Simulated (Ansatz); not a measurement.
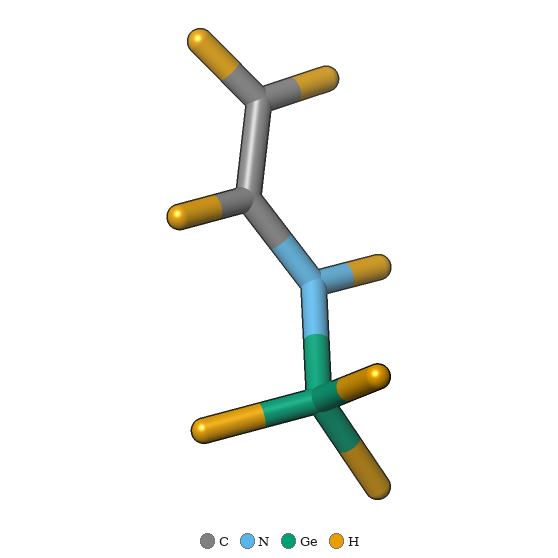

The computed structure is the end point of a PBE0-D4/def2-TZVP optimisation. Method: RKS PBE-D4/def2-TZVPP (Ansatz 0.2.0).

Computed properties:

The species is C₂H₇GeN (`C=C[NH][GeH3]`).
- dipole moment: 1.33 D
- HOMO energy (Kohn–Sham orbital): −4.82 eV
- LUMO energy (Kohn–Sham orbital): −0.45 eV
- HOMO–LUMO gap: 4.37 eV
- dispersion correction: −19.5 kJ/mol
